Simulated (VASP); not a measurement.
Band structure of RbBr (relaxed from the zinc blende structure, space group F-43m). Method: PBEsol GGA, VASP's PBE PAW potentials (set 64) (plane waves; VASP).

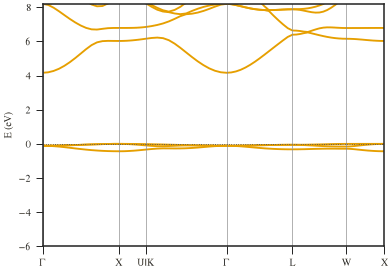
*Bands along high-symmetry lines, zero at the valence-band maximum or, without a gap, the Fermi level*

Q: Read the plot: is there a gap, and where are the band edges?

A: The gap is indirect, 4.16 eV, from the valence maximum at X to the conduction minimum at Γ. (Edges off the drawn lines would not show.)

The structure was generated: RbBr was put into the zinc blende type (F-43m), which need not be its known phase. It was relaxed first, which changed the volume by -8 %.
